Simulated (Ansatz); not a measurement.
Input file:

```
crystal:
  periodic: [false, false, false]
  atoms:
    - {symbol: In, position_ang: [-0.000592, -0.000011, -0.024859]}
    - {symbol: N, position_ang: [2.053779, -0.005038, -0.298167]}
    - {symbol: H, position_ang: [2.506806, -0.844052, 0.087542]}
    - {symbol: H, position_ang: [2.518118, 0.799824, 0.142891]}
    - {symbol: N, position_ang: [-1.025670, 1.786258, -0.256561]}
    - {symbol: H, position_ang: [-1.949298, 1.779402, 0.196010]}
    - {symbol: H, position_ang: [-0.520133, 2.591436, 0.136003]}
    - {symbol: N, position_ang: [-1.037204, -1.777296, -0.273579]}
    - {symbol: H, position_ang: [-0.563431, -2.580983, 0.159530]}
    - {symbol: H, position_ang: [-1.982376, -1.749531, 0.131172]}
basis:
  gaussian: {orbitals: def2-TZVP, initial_orbitals: start.molden}
hamiltonian: {xc: pbe0, dispersion: d4}
scf: {omitted_lower_state_checks: [starts]}
output: {orbitals: {seedname: orbitals}}
```

Run with:

```sh
ansatz run in.yaml --threads 4 --pin off --events-out ev --progress --plain --max-ram 3916MiB
```

Geometry: PBE-D4/def2-SVP; core potentials replace the inner electrons of In.

All numbers below come from RKS PBE0-D4/def2-TZVP in Ansatz.

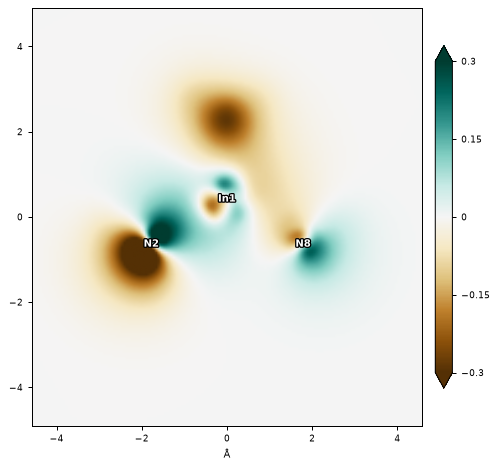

H₆InN₃. The HOMO on the plane of atoms N2, In1 and N8 (values in Å⁻³ᐟ²; the overall sign is arbitrary).

**Where does this orbital lie, and at what energy?**

It lies mainly on N2 (about 50 %), N5 (about 20 %), In1 (about 10 %) and N8 (about 5 %); largely a combination of lone pairs on N2, N5 and N8. It is one of a degenerate set, so its orientation is arbitrary. Its energy is −6.88 eV.
